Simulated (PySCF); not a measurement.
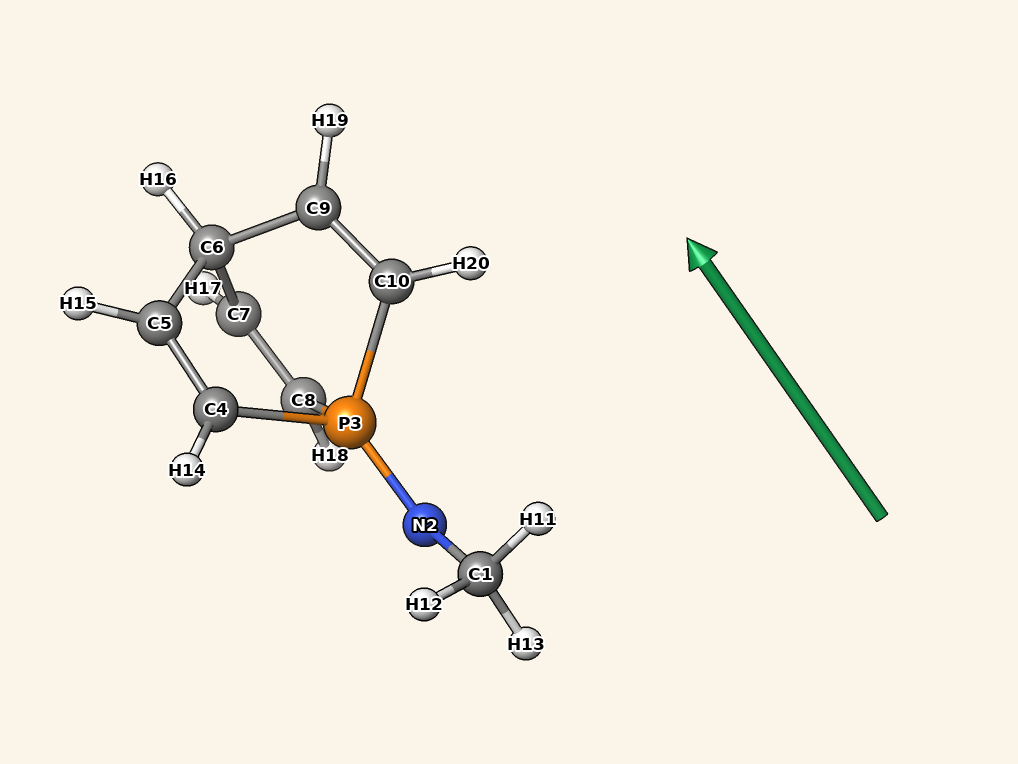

The arrow beside the molecule shows the direction of the dipole moment, from the negative to the positive end (its length means nothing). The geometry was computed by an optimisation with GFN2-xTB. No frequency run is at hand to confirm it as a minimum. Level of theory: PBE0/pcSseg-1, gas phase (PySCF 2.14.0).

Estimate the dipole moment.

Answer. 3.61 D; it points from the side of H13 to the side of H16 (the outermost atoms at the two ends).

The geometry is semi-empirical. Around P such bond lengths and angles can be off by a tenth of an ångström or more and by several degrees, and values that hang on the shape move with them.
